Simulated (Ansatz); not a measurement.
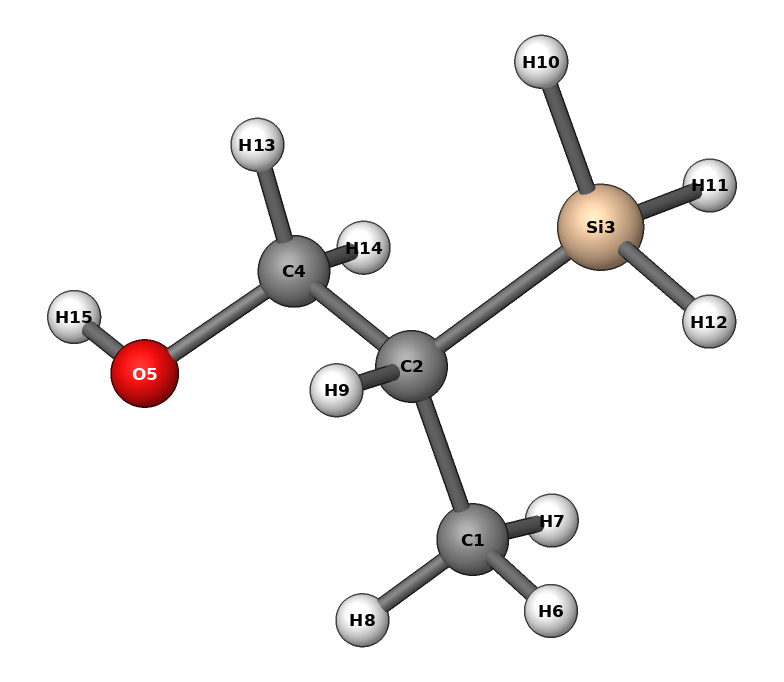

The questions are on Mulliken charges. Computed geometry: PBE0-D4/def2-TZVP optimisation. No frequency run is at hand to confirm it as a minimum. Method: RKS r2SCAN-D4/def2-TZVPP (Ansatz 0.2.0).

### Which atom carries the highest charge (most positive or least negative)?

Si3 (0.25 e).

### And the lowest?

O5 (−0.36 e).

List the Mulliken charges.

| atom | value (e) |
| --- | --- |
| C1 | −0.19 |
| C2 | 0.00 |
| Si3 | 0.25 |
| C4 | 0.04 |
| O5 | −0.36 |
| H6 | 0.06 |
| H7 | 0.05 |
| H8 | 0.07 |
| H9 | 0.02 |
| H10 | −0.08 |
| H11 | −0.07 |
| H12 | −0.07 |
| H13 | 0.05 |
| H14 | 0.04 |
| H15 | 0.19 |

Mulliken values depend strongly on the basis set and can even reverse the polarity of a bond.
